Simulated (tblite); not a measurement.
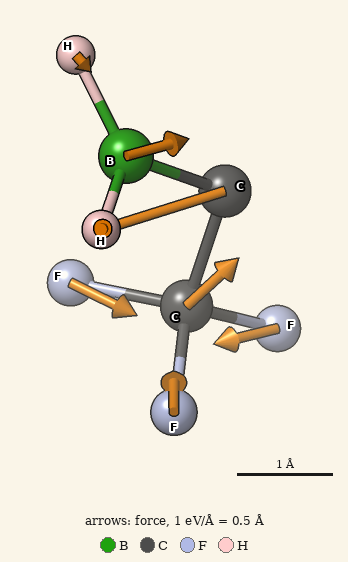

Starting geometry of C2H2BF3 (multiplicity 3) with the computed forces as orange arrows. A ball-and-stick model, seen from a free direction.

Level of theory: GFN2-xTB geometry optimisation, gas phase in tblite. 

Question: Is this structure relaxed? If not, where do the atoms go?

Answer: It isn't relaxed: the largest force vector, on a C atom, is 3.19 eV/Å. The final displacements follow the starting forces only in part (cosine between the two patterns 0.38). After 44 geometry steps the energy has fallen by 73.2 kJ/mol. The largest move after the best rigid fit is that of a C atom, 0.71 Å. By element the largest moves are C 0.71 Å, H 0.60 Å, F 0.59 Å, B 0.16 Å. Some distances before and after: B–C 1.577 → 1.463 Å, C–C 1.524 → 1.448 Å, C–F 1.390 → 1.350 Å, B–H 1.189 → 1.170 Å. Among the angles between lasting bonds that change: B–C–C 113.5° → 153.7°, F–C–F 109.8° → 105.2°, C–C–F 109.4° → 113.2°. Groups turn about B–C by about 60°, C–C by about 45°. The run took 0.16 s on 1 thread of Arm Neoverse V1, on a shared host.
